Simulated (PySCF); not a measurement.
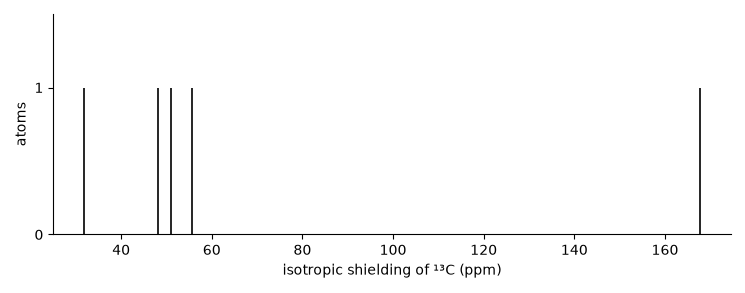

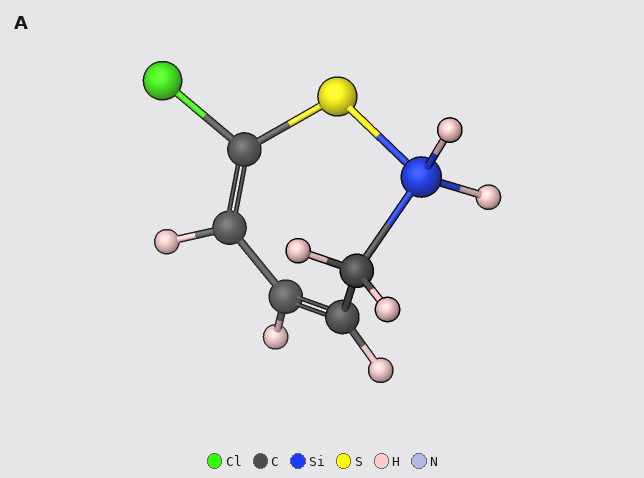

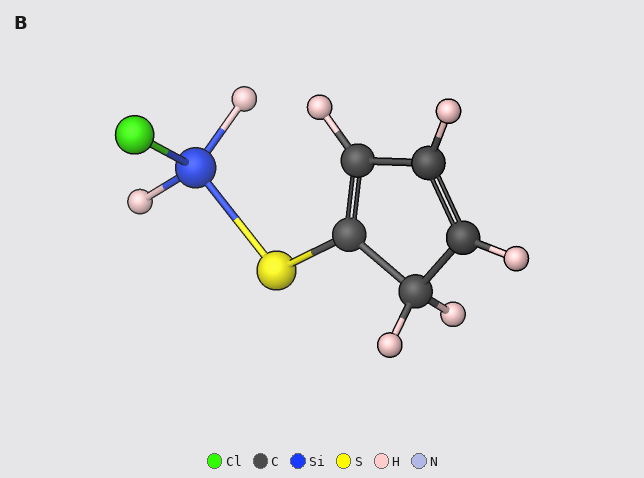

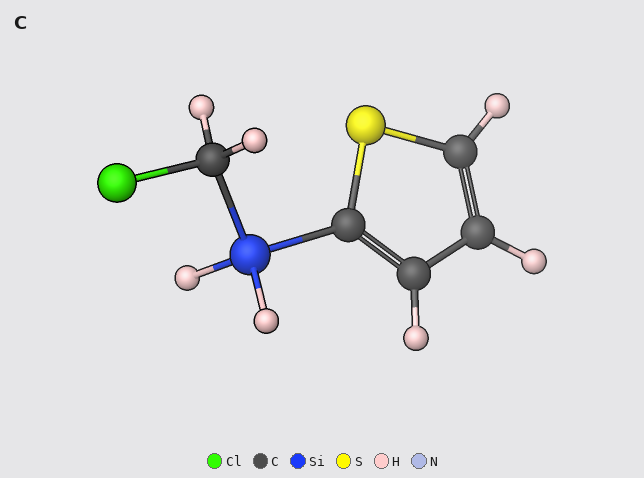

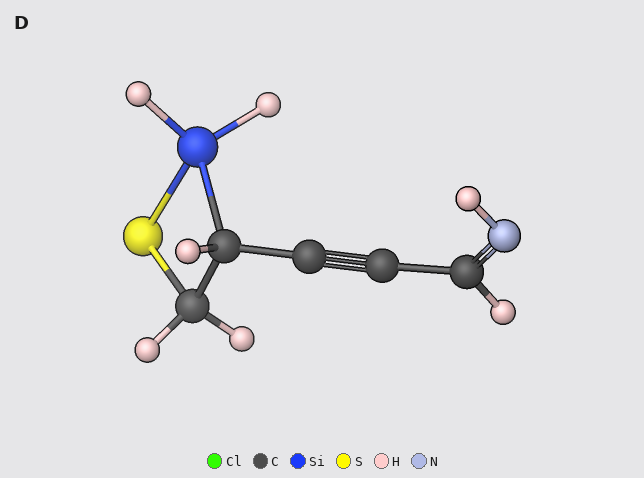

The sticks are computed shieldings of one of the molecules, for one fixed geometry (GFN2-xTB) without averaging over rotations. Low shielding means a high chemical shift. Method: GIAO PBE0/pcSseg-1 NMR shielding, non-relativistic, gas phase (PySCF 2.14.0).

### Match the spectrum to a structure.

A, `ClC1=CC=CC[SiH2]S1`. Its 5 C atoms give lines at 31.8, 48.2, 51.0, 55.5, 167.7 ppm.

The geometry is semi-empirical. Around Si such bond lengths and angles can be off by a tenth of an ångström or more and by several degrees, and values that hang on the shape move with them.
